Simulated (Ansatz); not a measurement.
Identify the compound from its spectrum

Method: Ansatz, PBE, independent particles, without spin-orbit coupling, line width 0.15 eV (Gaussian); metals get a typed carrier damping. The response is along the first axis of the cell.

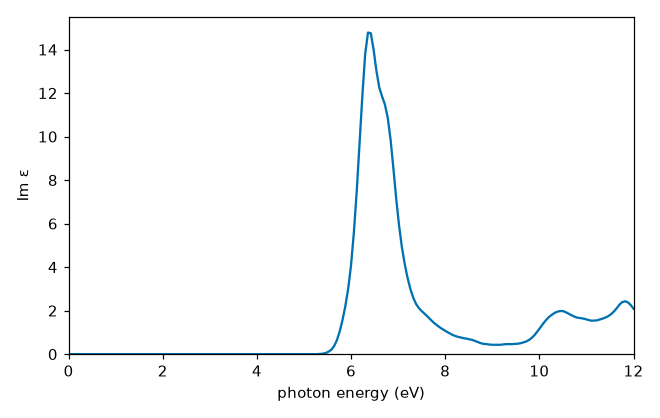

Which of these systems gave the spectrum?
A. LiHClF (R3m)
B. BAs (F-43m)
C. LiH (Fm-3m)
D. H3C2 (C2/m)

D. H3C2 (C2/m): least direct gap 5.28 eV, ε∞ = 3.28 along the first axis, strongest peak along the first axis at 6.39 eV. The others: LiH (Fm-3m), least direct gap 3.02 eV, ε∞ = 4.35 along the first axis, strongest peak along the first axis at 7.11 eV; LiHClF (R3m), least direct gap 5.24 eV, ε∞ = 2.30 along the first axis, strongest peak along the first axis at 10.80 eV; BAs (F-43m), least direct gap 3.28 eV, ε∞ = 10.10 along the first axis, strongest peak along the first axis at 5.59 eV.

Cells made by substitution are models, which may or may not match a known phase.
